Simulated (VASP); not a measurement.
Band structure of N (relaxed from the bcc structure, space group Im-3m). These are PBEsol GGA, VASP's PBE PAW potentials (set 64) (plane waves; VASP) values and carry that method's errors.

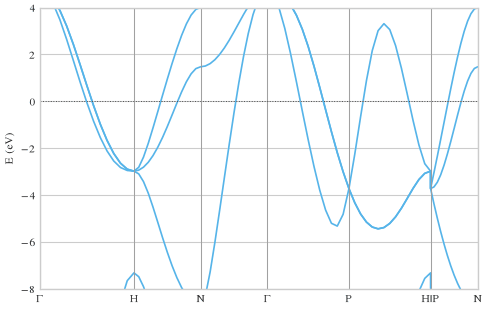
Bands along high-symmetry lines, zero at the valence-band maximum or, without a gap, the Fermi level

**Question.** Read the plot: is there a gap, and where are the band edges?

**Answer.** It has no gap at this level: it comes out as a metal or semimetal. (Edges off the drawn lines would not show.)

The structure was generated: N was put into the bcc type (Im-3m), which need not be its known phase. It was relaxed first, which changed the volume by -10 %.
